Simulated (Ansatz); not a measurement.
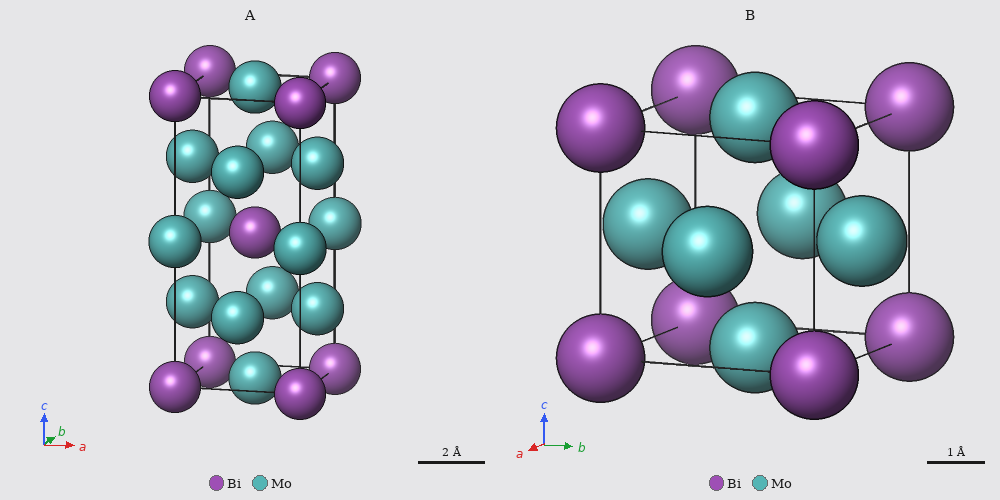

Two structures of BiMo$_{3}$, each relaxed to rest (conventional cells in solid outline, small ones repeated, not to one scale). Method: Ansatz 0.2.0, DFT PBE, scalar-relativistic, plane waves, PAW, without spin polarisation.

### Describe A and B.

A: 8 atoms a cell on a body-centred tetragonal lattice, I4/mmm. B: Cu₃Au (L1₂) type, Pm-3m.

### What is the energy order of the two?

A is lower, by 142 meV/atom at this level of theory (energies at zero smearing). Volumes: A 17.7, B 17.8 Å³/atom.

One or both may be structure types tried for this composition rather than known phases.
